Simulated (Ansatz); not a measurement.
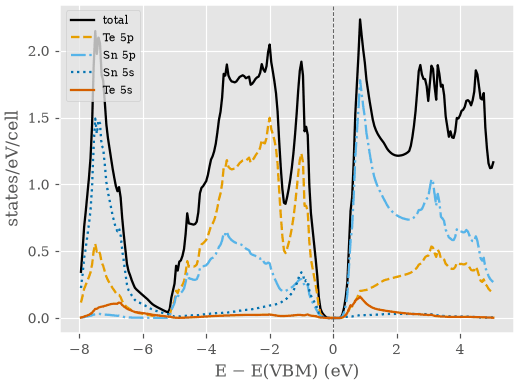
Total and projected density of states of SnTe (rock salt, Fm-3m), PBE in the plane-wave PAW code Ansatz

**Question.** Which orbitals carry the states next to the gap?

**Answer.** Top 1 eV of the valence band: Te 5p 59 %, Sn 5s 20 %, Sn 5p 17 %. Bottom 1 eV of the conduction band: Sn 5p 78 %, Te 5p 10 %, Te 5s 8 %. Projections are on Löwdin-orthogonalised atomic valence shells; empty p or d shells of many metals are not among them.

**Question.** Where is the tallest occupied peak in this window, and what makes it?

**Answer.** Near -7.5 eV, about 2.1 states/eV per cell; the largest projected share is Sn 5s.

Symmetry was held in the PBE relaxation. At this level the phase is dynamically unstable (imaginary phonons). Spin–orbit coupling is left out wherever it is not named.

Potentials: the later of the program's two PAW sets.
